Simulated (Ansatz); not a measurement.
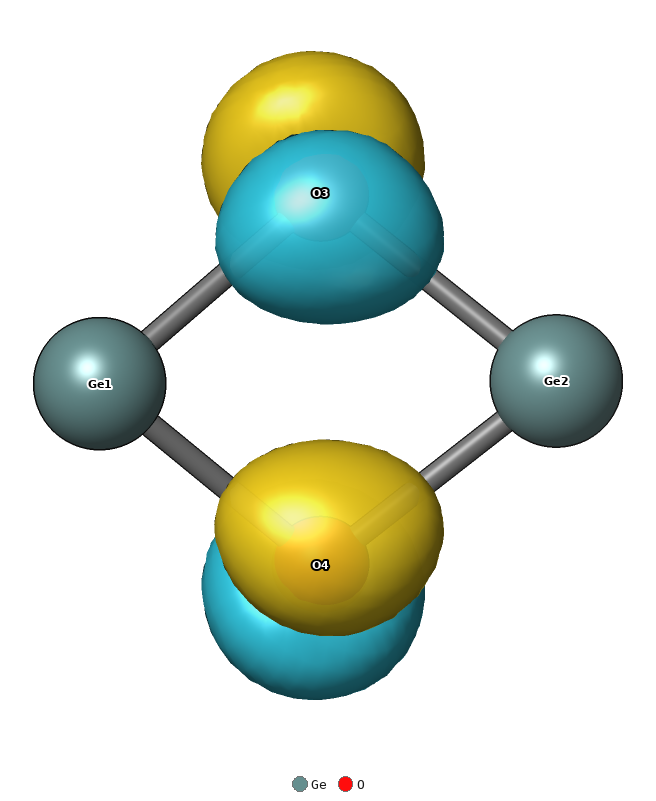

Figure. Ge₂O₂ (quintet). The HOMO−1 (β) at ±0.2 Å⁻³ᐟ² (yellow and cyan are the two phases), seen across its widest extent.

Geometry: PBE-D4/def2-SVP.

Level of theory: UKS PBE0-D4/def2-TZVP in Ansatz.

Describe this orbital and give its energy.

It lies mainly on O3 (about 45 %), O4 (about 45 %) and Ge2 (about 5 %); largely a combination of lone pairs on O3 and O4. Its energy is −9.54 eV.
